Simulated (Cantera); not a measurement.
Feed: 1 mol V, a varied amount of N2O, 29 mol H2, equilibrated at 2648 K and 75.0 Torr.

Equilibrium computed with Cantera from the NASA thermochemical tables; the gas is ideal and each condensed phase is pure. Candidate condensed phases: H2O, V, VN, VO, V2O3, V2O4, V2O5; 28 gas species. The numbers say what is thermodynamically allowed, not how fast it happens.

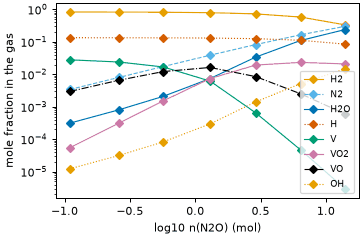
Figure: Equilibrium gas composition (values under 1e-9 drawn at 1e-9)

Problem. Read off the mole fractions at 0.57 mol N2O.

Solution. H2 about 0.82, H about 0.13, N2 about 0.017, V about 0.017, VO about 0.012, H2O about 0.0021, VO2 about 0.0015, OH about 8.3e-5.
